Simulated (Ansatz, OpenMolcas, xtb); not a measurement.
How methods differ on BN (boron nitride)

The species is BN (2 atoms), meant as a triplet with charge 0. As SMILES, `B#N`. Geometry: relaxed at GFN2-xTB.

```xyz
2

B     0.0000    0.0000    0.0000
N     0.0000    0.0000    1.2684
```

Each level gives the electronic atomisation energy (eV). The values are calculated. Electronic energies at fixed atoms, without zero-point motion or spin-orbit coupling.

| level | kind | program | value (eV) |
| --- | --- | --- | --- |
| GFN0-xTB | semi-empirical | xtb | 11.48 |
| GFN1-xTB | semi-empirical | xtb | 8.15 |
| UHF/STO-3G | Hartree–Fock | OpenMolcas | 2.01 |
| UHF/3-21G | Hartree–Fock | Ansatz | 1.22 |
| UHF/6-31G | Hartree–Fock | Ansatz | 1.30 |
| USVWN5/3-21G | LDA | Ansatz | 5.20 |
| USVWN5/6-31G | LDA | Ansatz | 5.19 |
| USVWN5/cc-pVTZ | LDA | OpenMolcas | 5.81 |
| U-revPBE/3-21G | GGA | Ansatz | 4.30 |
| U-revPBE/6-31G | GGA | Ansatz | 4.26 |

The values span 1.22 to 11.48 eV. The xTB rows lack spin polarisation, so open shells miss the exchange term that lowers them.

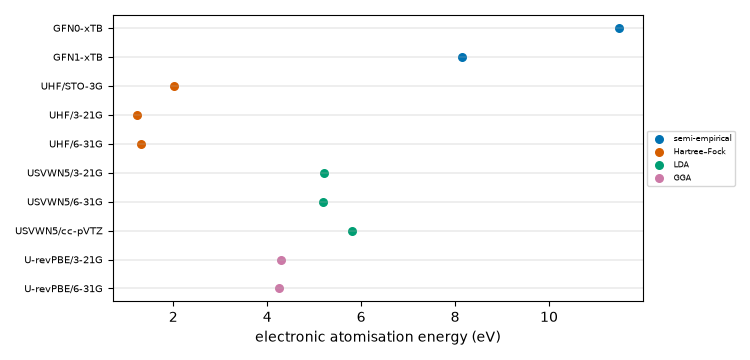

The values of the table, level by level.
